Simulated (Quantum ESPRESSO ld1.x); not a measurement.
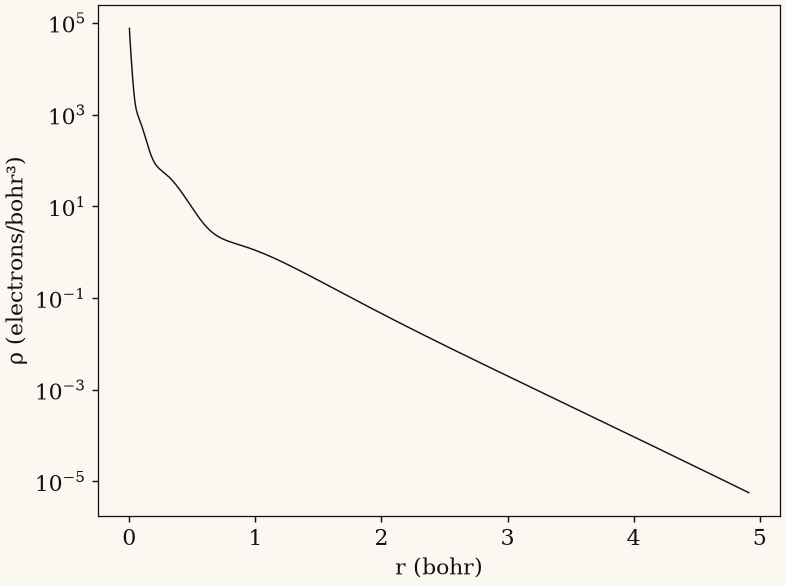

System: the Ru³⁺ ion, configuration [Kr] 4d5. Method: scalar-relativistic Kohn-Sham, LDA (Slater exchange, Hedin-Lundqvist correlation), spin-unpolarised, spherical densities, point nucleus; computed with Quantum ESPRESSO ld1.x 7.5.

The plot shows the electron density ρ(r) on a logarithmic scale.

Read the plot.

Answer. The density falls from 76000 electrons/bohr³ at the inner end (r = 0.0011 bohr) to 0.001 at r = 3.23 bohr, a common measure of the size of an atom or ion. The highest occupied orbital, 4d (⟨r⟩ = 1.44 bohr, −37.6 eV), is also the most diffuse and sets the fall-off far out: over the last part drawn ln ρ falls by 3.1 per bohr, against 2√(−2ε) = 3.3 for the pure exponential. The steps in the slope mark the shells; the radial density has its minima at 0.047, 0.21 and 0.76 bohr.
